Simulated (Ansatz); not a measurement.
# Molecular dynamics, with input and output: AlPH$_{3}$F$_{3}$

- system: AlPH$_{3}$F$_{3}$, SMILES [F][Al-]([F])([F])[PH3+]
- method: RKS PBE-d4/def2-SVP (Ansatz 0.2.0)

The geometry comes from this level: PBE0-D4/def2-TZVP. Figures and captions count atoms from 1; the log counts them from 0 in places.

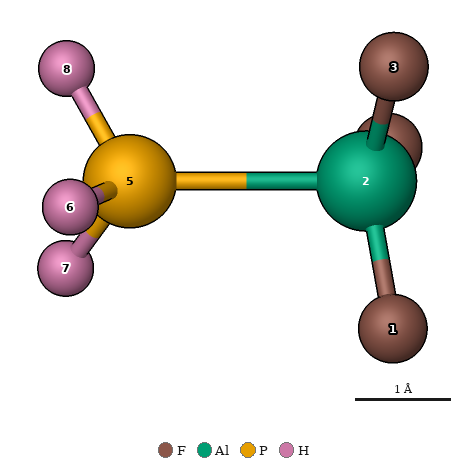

**Figure 1.** The starting structure (ball-and-stick view, seen on its broad side; atoms are numbered from 1 in the order of the input). Sticks mark near contacts.

### Input file
```yaml
crystal:
  periodic: [false, false, false]
  atoms:
    - {symbol: F, position_ang: [-0.395514, -2.177164, 0.721043]}
    - {symbol: Al, position_ang: [0.738936, -1.194770, 0.031547]}
    - {symbol: F, position_ang: [1.998456, -0.701531, 0.979106]}
    - {symbol: F, position_ang: [1.026586, -1.378725, -1.584324]}
    - {symbol: P, position_ang: [-0.562193, 0.929307, -0.037106]}
    - {symbol: H, position_ang: [-1.021969, 1.456985, 1.183122]}
    - {symbol: H, position_ang: [-1.759536, 0.941634, -0.775352]}
    - {symbol: H, position_ang: [0.067433, 2.067065, -0.573634]}
basis:
  gaussian: {orbitals: def2-SVP}
hamiltonian: {xc: {name: PBE}, dispersion: d4}
md: {timestep: 2 fs, n_steps: 30, ensemble: nvt_nose_hoover, temperature: 700, initial_velocities: maxwell_boltzmann, seed: 458}
```

Launch command:
```bash
ansatz run in.yaml --threads 4 --pin off --events-out ev --progress --plain --max-ram 10444MiB
```

### What the program printed
```
Functional definition: PBE
  name "PBE"
  cite "Perdew, Burke & Ernzerhof, Phys. Rev. Lett. 77, 3865 (1996) doi:10.1103/PhysRevLett.77.3865"
  parent pbe
  parameter kappa = 0.804
  parameter beta = 0.06672455060314922
  exchange = pbe_x(kappa = kappa, mu = beta*pi^2/3)
  correlation = pbe_c(beta = beta)
1018 factors; their error is unknown
mean field evaluation 1: about -24057.8128 eV, gradient 6.3e1 eV
mean field evaluation 2: about -24033.2148 eV, gradient 1.4e2 eV
mean field evaluation 4: about -24063.8460 eV, gradient 2.8e0 eV
mean field evaluation 8: about -24063.8757 eV, gradient 3.0e-2 eV
mean field -24063.82690731 eV, -884.3293277959 hartree, gradient 2.7e-5 eV, S^2 0.000000; 0 other end points of the search recorded, 0 dependent functions left out
the calculation of the forces begins
reference -24063.82695138 eV, -884.3293294154 hartree; 29, 29 occupied and 64, 64 virtual orbitals, 1018 factors
md step     0: t =     0.00 fs  T =   700.0 K  F+E_penalty+E_count = -24063.98145201 eV  E_kin = 0.542892 eV  conserved = -24063.43856001 eV  (23 SCF iters)
these checks for a lower state are left out or cut short: starts, cluster_reference, orbital_swaps, neighbouring_geometries, increment
1018 factors; their error is unknown
mean field evaluation 16: about -24063.7005 eV, gradient 5.2e0 eV
mean field -24063.71406464 eV, -884.3251809044 hartree, gradient 6.4e-5 eV, S^2 0.000000; 0 other end points of the search recorded, 0 dependent functions left out
the calculation of the forces begins
reference -24063.71410837 eV, -884.3251825112 hartree; 29, 29 occupied and 64, 64 virtual orbitals, 1018 factors
md step     1: t =     2.00 fs  T =   581.2 K  F+E_penalty+E_count = -24063.86762247 eV  E_kin = 0.450760 eV  conserved = -24063.41686999 eV  (24 SCF iters, 5 dispersion substeps)
[... from here on the SCF iterations and repeated set-up lines of each step are left out, up to the last step ...]
md step     2: t =     4.00 fs  T =   318.2 K  F+E_penalty+E_count = -24063.64230726 eV  E_kin = 0.246747 eV  conserved = -24063.39562154 eV  (24 SCF iters, 5 dispersion substeps)
md step     3: t =     6.00 fs  T =   293.3 K  F+E_penalty+E_count = -24063.62805735 eV  E_kin = 0.227446 eV  conserved = -24063.40080729 eV  (25 SCF iters, 5 dispersion substeps)
md step     4: t =     8.00 fs  T =   407.4 K  F+E_penalty+E_count = -24063.74187676 eV  E_kin = 0.315978 eV  conserved = -24063.42637746 eV  (25 SCF iters, 5 dispersion substeps)
md step     5: t =    10.00 fs  T =   317.4 K  F+E_penalty+E_count = -24063.65540652 eV  E_kin = 0.246140 eV  conserved = -24063.41013161 eV  (25 SCF iters, 5 dispersion substeps)
md step     6: t =    12.00 fs  T =   350.7 K  F+E_penalty+E_count = -24063.66069154 eV  E_kin = 0.271964 eV  conserved = -24063.39006328 eV  (24 SCF iters, 5 dispersion substeps)
md step     7: t =    14.00 fs  T =   637.5 K  F+E_penalty+E_count = -24063.93220290 eV  E_kin = 0.494412 eV  conserved = -24063.43996751 eV  (23 SCF iters, 5 dispersion substeps)
md step     8: t =    16.00 fs  T =   571.9 K  F+E_penalty+E_count = -24063.85452010 eV  E_kin = 0.443517 eV  conserved = -24063.41426082 eV  (25 SCF iters, 5 dispersion substeps)
md step     9: t =    18.00 fs  T =   386.4 K  F+E_penalty+E_count = -24063.69179543 eV  E_kin = 0.299655 eV  conserved = -24063.39631364 eV  (24 SCF iters, 5 dispersion substeps)
md step    10: t =    20.00 fs  T =   410.6 K  F+E_penalty+E_count = -24063.71928423 eV  E_kin = 0.318461 eV  conserved = -24063.40586704 eV  (24 SCF iters, 5 dispersion substeps)
md step    11: t =    22.00 fs  T =   461.3 K  F+E_penalty+E_count = -24063.78459678 eV  E_kin = 0.357785 eV  conserved = -24063.43292410 eV  (24 SCF iters, 5 dispersion substeps)
md step    12: t =    24.00 fs  T =   213.6 K  F+E_penalty+E_count = -24063.55989314 eV  E_kin = 0.165671 eV  conserved = -24063.40123606 eV  (24 SCF iters, 5 dispersion substeps)
md step    13: t =    26.00 fs  T =   177.6 K  F+E_penalty+E_count = -24063.52235051 eV  E_kin = 0.137745 eV  conserved = -24063.39222776 eV  (24 SCF iters, 5 dispersion substeps)
md step    14: t =    28.00 fs  T =   425.4 K  F+E_penalty+E_count = -24063.75589998 eV  E_kin = 0.329938 eV  conserved = -24063.43467261 eV  (23 SCF iters, 5 dispersion substeps)
md step    15: t =    30.00 fs  T =   374.0 K  F+E_penalty+E_count = -24063.68727225 eV  E_kin = 0.290061 eV  conserved = -24063.40746563 eV  (25 SCF iters, 5 dispersion substeps)
md step    16: t =    32.00 fs  T =   308.9 K  F+E_penalty+E_count = -24063.62172706 eV  E_kin = 0.239603 eV  conserved = -24063.39380363 eV  (25 SCF iters, 5 dispersion substeps)
md step    17: t =    34.00 fs  T =   485.5 K  F+E_penalty+E_count = -24063.77203436 eV  E_kin = 0.376568 eV  conserved = -24063.40895028 eV  (24 SCF iters, 5 dispersion substeps)
md step    18: t =    36.00 fs  T =   619.9 K  F+E_penalty+E_count = -24063.90226438 eV  E_kin = 0.480780 eV  conserved = -24063.43759542 eV  (24 SCF iters, 5 dispersion substeps)
md step    19: t =    38.00 fs  T =   391.4 K  F+E_penalty+E_count = -24063.68097447 eV  E_kin = 0.303573 eV  conserved = -24063.39598206 eV  (25 SCF iters, 5 dispersion substeps)
md step    20: t =    40.00 fs  T =   352.5 K  F+E_penalty+E_count = -24063.65575810 eV  E_kin = 0.273381 eV  conserved = -24063.40288290 eV  (24 SCF iters, 5 dispersion substeps)
md step    21: t =    42.00 fs  T =   478.5 K  F+E_penalty+E_count = -24063.77765260 eV  E_kin = 0.371092 eV  conserved = -24063.42935880 eV  (25 SCF iters, 5 dispersion substeps)
md step    22: t =    44.00 fs  T =   340.7 K  F+E_penalty+E_count = -24063.64139804 eV  E_kin = 0.264246 eV  conserved = -24063.40231028 eV  (25 SCF iters, 5 dispersion substeps)
md step    23: t =    46.00 fs  T =   276.4 K  F+E_penalty+E_count = -24063.57962344 eV  E_kin = 0.214382 eV  conserved = -24063.39228727 eV  (24 SCF iters, 5 dispersion substeps)
md step    24: t =    48.00 fs  T =   471.3 K  F+E_penalty+E_count = -24063.74683944 eV  E_kin = 0.365513 eV  conserved = -24063.41081832 eV  (25 SCF iters, 5 dispersion substeps)
md step    25: t =    50.00 fs  T =   589.0 K  F+E_penalty+E_count = -24063.85945568 eV  E_kin = 0.456778 eV  conserved = -24063.43576899 eV  (25 SCF iters, 5 dispersion substeps)
md step    26: t =    52.00 fs  T =   379.0 K  F+E_penalty+E_count = -24063.64716456 eV  E_kin = 0.293938 eV  conserved = -24063.38969019 eV  (24 SCF iters, 5 dispersion substeps)
md step    27: t =    54.00 fs  T =   388.6 K  F+E_penalty+E_count = -24063.67218503 eV  E_kin = 0.301368 eV  conserved = -24063.41007991 eV  (24 SCF iters, 5 dispersion substeps)
md step    28: t =    56.00 fs  T =   468.7 K  F+E_penalty+E_count = -24063.74637651 eV  E_kin = 0.363490 eV  conserved = -24063.42541896 eV  (24 SCF iters, 5 dispersion substeps)
md step    29: t =    58.00 fs  T =   302.1 K  F+E_penalty+E_count = -24063.58715997 eV  E_kin = 0.234321 eV  conserved = -24063.39841707 eV  (24 SCF iters, 5 dispersion substeps)
these checks for a lower state are left out or cut short: starts, cluster_reference, orbital_swaps, neighbouring_geometries, increment
1018 factors; their error is unknown
mean field -24063.39227885 eV, -884.3133554948 hartree, gradient 5.5e-5 eV, S^2 0.000000; 0 other end points of the search recorded, 0 dependent functions left out
the calculation of the forces begins
reference -24063.39232190 eV, -884.3133570768 hartree; 29, 29 occupied and 64, 64 virtual orbitals, 1018 factors
1018 factors; their error is unknown
mean field evaluation 192: about -24063.4409 eV, gradient 1.3e-1 eV
mean field -24063.39227885 eV, -884.3133554948 hartree, gradient 5.5e-5 eV, S^2 0.000000; 1 other end points of the search recorded, 0 dependent functions left out
the calculation of the forces begins
reference -24063.39232190 eV, -884.3133570768 hartree; 29, 29 occupied and 64, 64 virtual orbitals, 1018 factors
md step    30: t =    60.00 fs  T =   258.8 K  F+E_penalty+E_count = -24063.54424393 eV  E_kin = 0.200728 eV  conserved = -24063.39142700 eV  (27 SCF iters, 5 dispersion substeps)
```

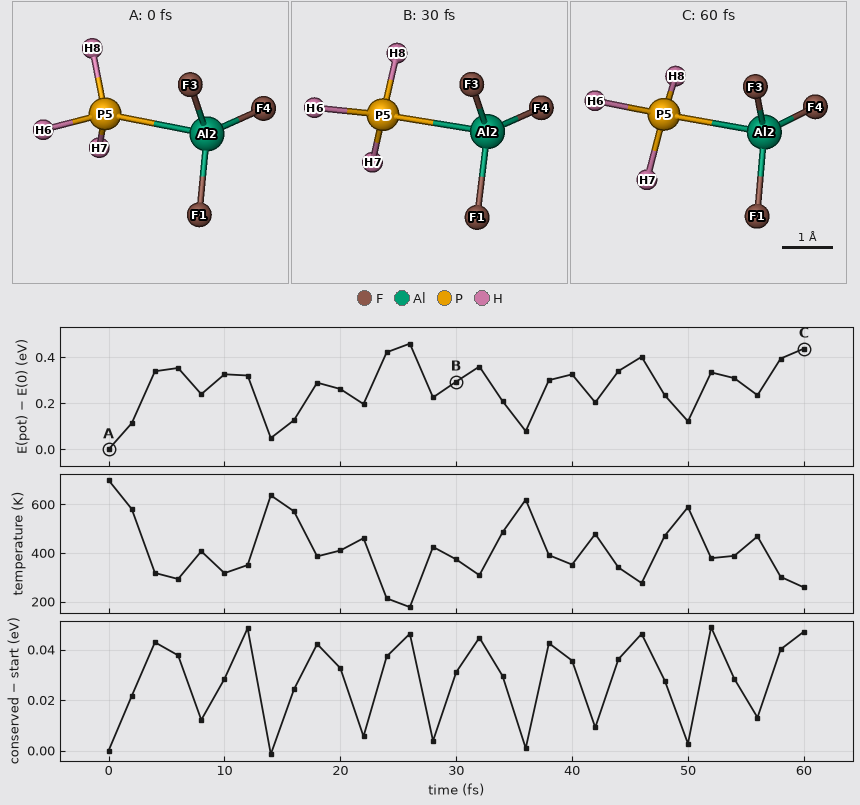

**Figure 2.** Frames of the molecular dynamics (ball-and-stick, seen at a tilt) above the curves, on which the letters mark them. The trajectory kept here has 31 frames over 60 fs. The temperature starts at 700 K, ranges from 178 to 700 K and averages 405 K over the second half. The potential energy ends 0.437 eV above its first value. The conserved quantity stays within 0.05 eV. After an unweighted best fit of the last frame on the first, the root-mean-square displacement is 0.46 Å.

```
Total energy: -24063.54428698 eV, -884.3189416903 hartree
Atom 0 at    -0.417233    -2.197083     0.728082 Å, force     0.558354     0.557647    -0.269158 eV/Å
Atom 1 at     0.791647    -1.176154     0.080049 Å, force    -1.867295    -0.651430     0.259064 eV/Å
Atom 2 at     2.084719    -0.873183     1.027290 Å, force     1.074453     0.344455     0.809562 eV/Å
Atom 3 at     0.993343    -1.234757    -1.555478 Å, force     0.174223    -0.089624    -0.977747 eV/Å
Atom 4 at    -0.609007     0.953874    -0.122878 Å, force    -0.741005     0.453519     0.852179 eV/Å
Atom 5 at    -0.656091     1.918568     1.108822 Å, force     0.057612    -0.778853    -2.017486 eV/Å
Atom 6 at    -2.019543     0.540308    -0.067326 Å, force     0.764482     0.294808    -0.135581 eV/Å
Atom 7 at    -0.600855     1.650808    -1.454555 Å, force    -0.020824    -0.130522     1.479166 eV/Å
Dipole moment:    -0.597854     1.033624    -0.081896 e Å
```

### Trajectory as extended XYZ (Å, eV, eV/Å), 12 of the 31 frames kept, from step=0 to step=30
```
8
Properties=species:S:1:pos:R:3:forces:R:3 step=0 time_fs=0.0 energy=-24063.98145 temperature=700.0
F    -0.3955   -2.1772    0.7210   -0.5787  -0.4652   0.3424
Al    0.7389   -1.1948    0.0315   -0.1241   0.2038  -0.0077
F     1.9985   -0.7015    0.9791    0.6118   0.2686   0.4709
F     1.0266   -1.3787   -1.5843    0.1286  -0.0682  -0.8040
P    -0.5622    0.9293   -0.0371    0.3189  -0.5210   0.0173
H    -1.0220    1.4570    1.1831   -0.1534   0.1849   0.3590
H    -1.7595    0.9416   -0.7754   -0.3711   0.0326  -0.2186
H     0.0674    2.0671   -0.5736    0.1681   0.3645  -0.1593
8
Properties=species:S:1:pos:R:3:forces:R:3 step=3 time_fs=6.0 energy=-24063.62806 temperature=293.3
F    -0.3844   -2.1602    0.7093   -1.5268  -1.2804   0.8860
Al    0.7339   -1.2119    0.0399    1.8387   1.2404  -0.4278
F     2.0263   -0.7131    1.0049   -0.2678  -0.0618  -0.2041
F     1.0198   -1.3688   -1.5986   -0.0105   0.0295  -0.1881
P    -0.5767    0.9197   -0.0460   -0.2640   2.7859   1.1307
H    -0.9456    1.8013    1.1817    0.1577  -1.5846  -1.1943
H    -1.8489    0.9468   -0.7475    0.4483   0.1151   0.2163
H     0.0524    2.1825   -0.5452   -0.3755  -1.2441  -0.2187
8
Properties=species:S:1:pos:R:3:forces:R:3 step=5 time_fs=10.0 energy=-24063.65541 temperature=317.4
F    -0.3913   -2.1609    0.7098   -1.2967  -1.1121   0.7628
Al    0.7420   -1.2154    0.0428    1.8141   1.2090  -0.4454
F     2.0433   -0.7211    1.0208   -0.5347  -0.1608  -0.4253
F     1.0154   -1.3619   -1.6108   -0.0382   0.0588   0.1725
P    -0.5873    0.9282   -0.0453   -0.0521  -1.3353  -0.5526
H    -0.8666    1.7719    0.9794   -0.7539   0.4350   1.9867
H    -1.8504    0.9709   -0.7018   -0.0270   0.0014  -0.0782
H    -0.0191    2.0555   -0.5672    0.8885   0.9040  -1.4205
8
Properties=species:S:1:pos:R:3:forces:R:3 step=8 time_fs=16.0 energy=-24063.85452 temperature=571.9
F    -0.4187   -2.1767    0.7206    0.0583  -0.0477   0.0159
Al    0.7713   -1.2092    0.0431    0.1951   0.1192   0.0301
F     2.0608   -0.7354    1.0383   -0.4507  -0.1316  -0.4301
F     1.0082   -1.3507   -1.6260    0.0005   0.0968   0.4483
P    -0.6017    0.9340   -0.0489    0.4811   2.0025   0.1669
H    -0.9185    1.8128    1.1379    0.3563  -0.8949  -1.0349
H    -1.8850    1.0004   -0.6646   -0.0642  -0.1793  -0.0303
H     0.0472    1.9966   -0.9067   -0.5765  -0.9651   0.8341
8
Properties=species:S:1:pos:R:3:forces:R:3 step=11 time_fs=22.0 energy=-24063.78460 temperature=461.3
F    -0.4457   -2.1940    0.7322    1.1501   0.7309  -0.5333
Al    0.8032   -1.2011    0.0435   -1.5569  -0.7091   0.2935
F     2.0706   -0.7521    1.0483   -0.0575  -0.0038  -0.1955
F     1.0010   -1.3377   -1.6334    0.0937   0.1021   0.5040
P    -0.6118    0.9527   -0.0540   -0.3093  -0.8493  -0.1554
H    -0.9093    1.6952    1.1448    0.3491   0.3059  -0.4878
H    -1.9316    0.9711   -0.6355    0.2786  -0.2505   0.1899
H    -0.0009    1.7466   -1.0642    0.0523   0.6739   0.3846
8
Properties=species:S:1:pos:R:3:forces:R:3 step=14 time_fs=28.0 energy=-24063.75590 temperature=425.4
F    -0.4529   -2.1988    0.7346    1.3890   0.8983  -0.6511
Al    0.8164   -1.2014    0.0475   -2.0137  -0.7881   0.3430
F     2.0790   -0.7690    1.0545    0.1002   0.0228  -0.0951
F     0.9955   -1.3229   -1.6317    0.1256   0.0721   0.4676
P    -0.6231    0.9609   -0.0631    0.8916  -1.2481  -0.1280
H    -0.8090    1.7377    1.1122    0.0798   0.4939  -0.2466
H    -1.9316    0.8593   -0.5609   -0.4382  -0.0424  -0.0744
H    -0.0276    1.7030   -1.1280   -0.1341   0.5915   0.3845
8
Properties=species:S:1:pos:R:3:forces:R:3 step=16 time_fs=32.0 energy=-24063.62173 temperature=308.9
F    -0.4439   -2.1931    0.7297    1.0783   0.7050  -0.5088
Al    0.8112   -1.2072    0.0526   -1.4384  -0.4822   0.3358
F     2.0855   -0.7802    1.0577   -0.0558  -0.0389  -0.1991
F     0.9930   -1.3121   -1.6258    0.0979   0.0484   0.4243
P    -0.6265    0.9551   -0.0719    0.7150   1.2786   0.4077
H    -0.7443    1.9271    1.1546   -0.0112  -1.1931  -1.8354
H    -1.9967    0.7703   -0.5197    0.4940   0.3274   0.1962
H    -0.0282    1.8347   -1.1571   -0.8797  -0.6452   1.1793
8
Properties=species:S:1:pos:R:3:forces:R:3 step=19 time_fs=38.0 energy=-24063.68097 temperature=391.4
F    -0.4157   -2.1751    0.7156   -0.0699  -0.1220   0.0863
Al    0.7898   -1.2199    0.0635    0.2368   0.5207  -0.0117
F     2.0937   -0.7978    1.0589   -0.4134  -0.1418  -0.4008
F     0.9907   -1.2952   -1.6105    0.0551  -0.0073   0.3171
P    -0.6254    0.9546   -0.0815    0.6269  -2.6461  -0.4328
H    -0.6685    1.9353    0.8207   -0.4979   1.4009   2.2613
H    -1.9790    0.7280   -0.4126   -0.3109   0.2337  -0.0798
H    -0.2283    1.9003   -0.9729    0.3733   0.7618  -1.7395
8
Properties=species:S:1:pos:R:3:forces:R:3 step=22 time_fs=44.0 energy=-24063.64140 temperature=340.7
F    -0.3888   -2.1594    0.7031   -1.4020  -1.0980   0.7888
Al    0.7714   -1.2261    0.0741    1.8397   1.3760  -0.5072
F     2.0948   -0.8181    1.0531   -0.5140  -0.1233  -0.3932
F     0.9895   -1.2782   -1.5894    0.0289  -0.0180   0.0565
P    -0.6166    0.9414   -0.0931   -0.1477   2.9252   0.0893
H    -0.7245    2.1120    0.9004    0.0612  -1.6411  -0.6295
H    -2.0273    0.7645   -0.3161    0.1933  -0.0022   0.0354
H    -0.4025    2.0250   -1.1307   -0.0594  -1.4186   0.5600
8
Properties=species:S:1:pos:R:3:forces:R:3 step=25 time_fs=50.0 energy=-24063.85946 temperature=589.0
F    -0.3852   -2.1622    0.7039   -1.2548  -1.0086   0.7346
Al    0.7740   -1.2158    0.0791    1.0123   1.0676  -0.3744
F     2.0874   -0.8406    1.0406    0.0372   0.0843   0.0419
F     0.9889   -1.2614   -1.5675    0.1153  -0.0351  -0.5057
P    -0.6089    0.9502   -0.1047   -0.8674  -0.3119   0.3719
H    -0.7733    1.9201    0.9206    0.3140   0.2159   0.1492
H    -2.0389    0.7929   -0.2171    0.2569  -0.4054  -0.0001
H    -0.5630    1.8011   -1.2184    0.3865   0.3933  -0.4174
8
Properties=species:S:1:pos:R:3:forces:R:3 step=27 time_fs=54.0 energy=-24063.67218 temperature=388.6
F    -0.3960   -2.1745    0.7121   -0.4431  -0.3588   0.3075
Al    0.7839   -1.2009    0.0795   -0.5160   0.3088  -0.0497
F     2.0821   -0.8552    1.0321    0.6399   0.2543   0.4849
F     0.9895   -1.2504   -1.5572    0.1877  -0.0697  -0.8929
P    -0.6088    0.9578   -0.1113    0.2787  -2.4385  -0.5465
H    -0.7521    1.7792    0.9438    0.2026   1.8976   1.3073
H    -1.9894    0.7451   -0.1473   -0.6985  -0.6042  -0.0946
H    -0.6120    1.6561   -1.3075    0.3486   1.0106  -0.5162
8
Properties=species:S:1:pos:R:3:forces:R:3 step=30 time_fs=60.0 energy=-24063.54424 temperature=258.8
F    -0.4172   -2.1971    0.7281    0.5584   0.5576  -0.2692
Al    0.7916   -1.1762    0.0800   -1.8673  -0.6514   0.2591
F     2.0847   -0.8732    1.0273    1.0745   0.3445   0.8096
F     0.9933   -1.2348   -1.5555    0.1742  -0.0896  -0.9777
P    -0.6090    0.9539   -0.1229   -0.7410   0.4535   0.8522
H    -0.6561    1.9186    1.1088    0.0576  -0.7789  -2.0175
H    -2.0195    0.5403   -0.0673    0.7645   0.2948  -0.1356
H    -0.6009    1.6508   -1.4546   -0.0208  -0.1305   1.4792
```

### Results in brief

| quantity | value |
| --- | --- |
| outcome | finished |
| mean temperature over the second half | 405 K |
| trajectory | 30 steps, 60 fs |
| ensemble | nvt_nose_hoover |
| temperature in the input | 700 K |
| time step | 2 fs |
| potential energy (last step) | −24063.5443 eV |
| mean-field energy (last step) | −24063.3923 eV |
| dispersion energy (last step) | −0.1520 eV |
| SCF solution under orbital rotations (last step) | stable |
| largest force (length of the vector) (last step) | 2.163 eV/Å |
| dipole moment (last step) | 5.75 D |
| hardware | 4 threads of Arm Neoverse V2, 23 GiB of memory available, shared host |
| wall time | 19 s (CPU time 70 s) |
| peak memory | 0.41 GiB |

### Remarks

So short a trajectory is not equilibrated. The temperature stays far from the 700 K of the thermostat over the second half: the run isn't equilibrated.
